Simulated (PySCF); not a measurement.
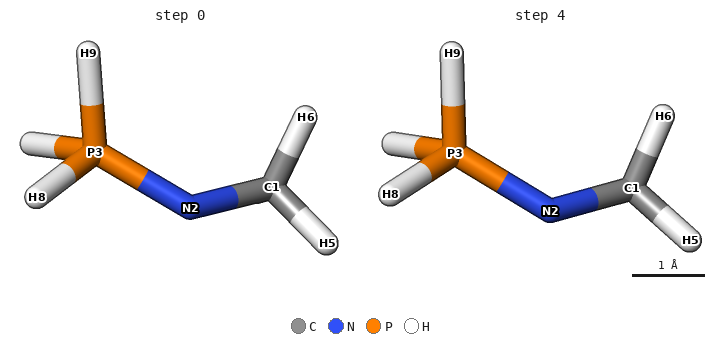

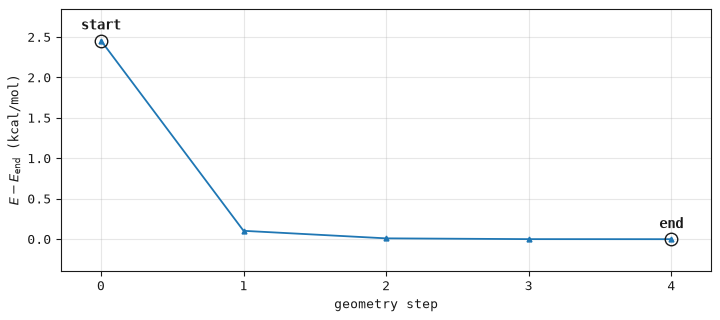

First and last geometry of a relaxation of CH6NP, with the history of the run. A stick model, seen at a tilt.

The start comes from GFN2-xTB. Its atoms were then displaced at random by about 0.01 Å.

Level of theory: PBE0-D3(BJ)/def2-SVP geometry optimisation, gas phase (PySCF 2.14.0, density-fitted response routines). 

Question: Read the history and describe the run.

Answer: It converged. After 4 geometry steps the energy has fallen by 2.46 kcal/mol. The largest move after the best rigid fit is that of an H atom, 0.094 Å. By element the largest moves are H 0.094 Å, N 0.050 Å, P 0.033 Å, C 0.031 Å. Some distances before and after: C–H 1.065 → 1.110 Å, N–P 1.530 → 1.556 Å, H–P 1.424 → 1.445 Å, C–H 1.122 → 1.103 Å. Among the angles between lasting bonds that change: N–C–H 105.3° → 109.3°, H–C–H 110.2° → 106.5°, N–P–H 106.9° → 110.2°. Cost: 7.3 s on 1 thread of Arm Neoverse V1 (shared host).
